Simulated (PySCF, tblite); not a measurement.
**C5H9BO2S: geometry, infrared bands and NMR shifts**

Wanted: the infrared bands and NMR shifts of C5H9BO2S (`C=CCO[C@H]1COBS1`), by calculation.

The runs use tblite 0.8.0 and PySCF 2.14.0, with density-fitted response routines of our own; the level of theory stands in each step. All values are computed, except where a source is named. Atoms count from 0, in the outputs and in this text.

## Step 1: Starting geometry

18 atoms, charge 0, multiplicity 1; geometry from: force field or distance geometry start.

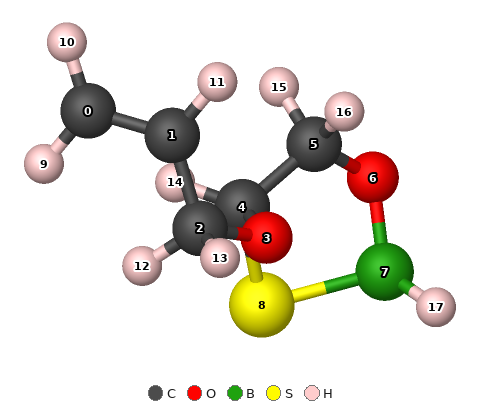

As it starts; carbon dark grey, oxygen red, boron green, sulfur yellow, hydrogen pink, atoms numbered.

## Step 2: Geometry optimisation with GFN2-xTB

Job settings and geometry (Å):

```
{"job": {"kind": "relax", "xc": "GFN2-xTB", "basis": "xTB"}, "charge": 0, "multiplicity": 1}
C      2.722500    -0.592800    -0.284800
C      1.867400     0.274900     0.271400
C      1.059600     1.175100    -0.560100
O     -0.287700     0.983500    -0.369200
C     -0.704600    -0.327000    -0.652600
C     -1.457900    -0.781900     0.548600
O     -2.783100    -0.748900     0.426000
B     -3.271500     0.241200    -0.482500
S     -2.022600    -0.058400    -1.906400
H      2.753500    -0.583700    -1.372600
H      3.321700    -1.265400     0.316700
H      1.823800     0.261300     1.368300
H      1.263200     0.919000    -1.618900
H      1.344300     2.247900    -0.390800
H      0.085000    -0.969200    -1.004400
H     -1.152400    -1.860400     0.706000
H     -1.060700    -0.279100     1.470800
H     -3.509300     1.370000    -0.180600
```

Started as:

```console
$ OMP_NUM_THREADS=1 python probes_run.py task.json out
```

This one command runs all jobs of the session in turn.

**Question.** This job is followed by: GFN2-xTB harmonic vibrations, gas phase; GIAO PBE0/pcSseg-1 NMR shielding, non-relativistic, gas phase. Predict these results of the whole session: strongest single infrared mode (GFN2-xTB); zero-point energy (GFN2-xTB); ¹³C shifts against TMS (PBE0/pcSseg-1); ¹H shifts against TMS (PBE0/pcSseg-1); ¹⁷O shifts against H2O (PBE0/pcSseg-1); ¹¹B shifts against BF3·OEt2 (PBE0/pcSseg-1); ³³S shifts against CS2 (PBE0/pcSseg-1); surface potential, least and greatest.

The runs gave:

| quantity | value |
| --- | --- |
| strongest single infrared mode (GFN2-xTB) | 1050 cm⁻¹, 250 km/mol |
| zero-point energy (GFN2-xTB) | 85.7 kcal/mol |
| ¹³C shifts against TMS (PBE0/pcSseg-1) | 143.1, 129.1, 91.0, 82.7, 74.0 ppm |
| ¹H shifts against TMS (PBE0/pcSseg-1) | 6.08, 5.78, 5.72, 5.70, 5.33, 4.81, 4.68, 4.51, 4.20 ppm |
| ¹⁷O shifts against H2O (PBE0/pcSseg-1) | 192.6, 99.4 ppm |
| ¹¹B shifts against BF3·OEt2 (PBE0/pcSseg-1) | 41.4 ppm |
| ³³S shifts against CS2 (PBE0/pcSseg-1) | 62 ppm |
| surface potential, least and greatest | -1.12 V and 1.04 V |

Relaxing lowered the energy by 2.201 eV in 114 steps; the close pair that moved most is B7–S8, from 1.918 to 1.795 Å. All 48 modes are real, so the xTB geometry is a minimum. The strongest single mode, at 1050 cm⁻¹, is spread over several atoms, C5, O6, C4, H17 among them. GFN2-xTB is a fitted tight-binding method: band positions and strengths are rough. Its intensities can rank the bands wrongly. C1 (alkene CH) lies farthest downfield among carbon, at 143.1 ppm; an sp2 carbon of a C=C bond. H11 (hydrogen on an alkene CH) lies farthest downfield among hydrogen, at 6.08 ppm; a vinylic proton, deshielded by the sp2 carbon and the C=C anisotropy. At PBE0/pcSseg-1: The widest tensor belongs to S8: span 366 ppm, with a paramagnetic part of -618 ppm.
